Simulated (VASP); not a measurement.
Energy against volume of TiC (rock salt). Level of theory: SCAN meta-GGA, VASP's PBE PAW potentials (set 64) (plane waves; VASP).

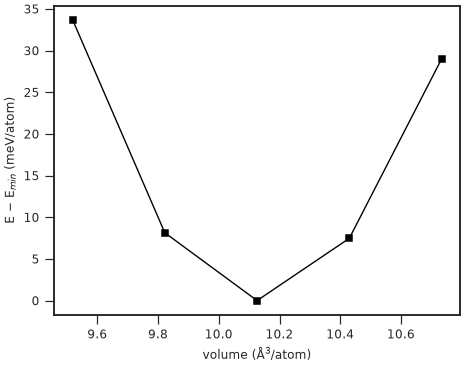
Figure. Energy against volume

### Question
Estimate the equilibrium volume and the bulk modulus.

### Answer
The minimum lies near 10.1 Å³/atom, and the curvature gives B0 of about 270 GPa.

Measured: a 4.330 Å (computed value off by -0.1 %), as given by Guo-Xu Zhang et al., New Journal of Physics (2018), doi:10.1088/1367-2630/aac7f0. The calculation is for a static lattice, while the measured a holds thermal and zero-point effects, which are part of the difference.

The compound is TiC in the rock salt structure. It was relaxed first.
